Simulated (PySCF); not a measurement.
Molecule: NH₃, singlet.

```xyz
4

N      0.0000     0.0000    -0.0667
H      0.9403     0.0000     0.3089
H     -0.4701     0.8143     0.3089
H     -0.4702    -0.8143     0.3089
```

Unscaled harmonic wavenumbers and double-harmonic intensities, PBE0/def2-TZVP, PySCF 2.14.0, isolated molecule. The structure is the lowest of the points that a search from trigonal pyramidal, trigonal planar and T-shaped starts found. Degenerate modes count as one line, with their intensities summed. Lorentzian lines of 24 cm⁻¹ full width. Close modes add up in the curve.

Predict the infrared spectrum.

Answer. The most intense lines (point group C3v) lie at 1031.3 cm⁻¹ (179.1 km/mol, a1), 1670.3 cm⁻¹ (45.0 km/mol, e) and 3633.4 cm⁻¹ (5.5 km/mol, e). It has no imaginary mode, so it is a minimum.

| cm⁻¹ | km/mol | symmetry |
| --- | --- | --- |
| 1031.3 | 179.1 | a1 |
| 1670.3 | 45.0 | e (×2) |
| 3504.2 | 0.6 | a1 |
| 3633.4 | 5.5 | e (×2) |

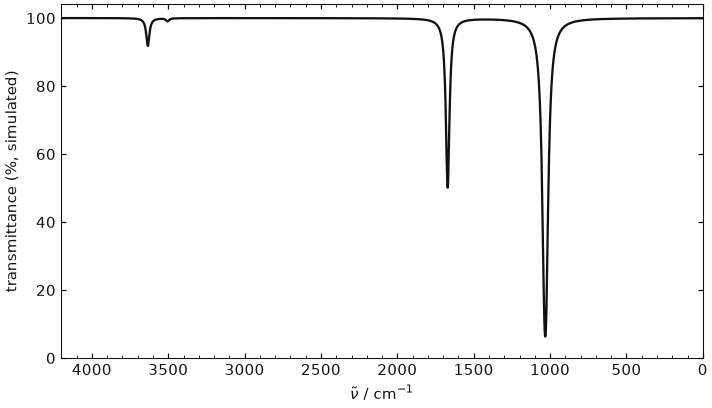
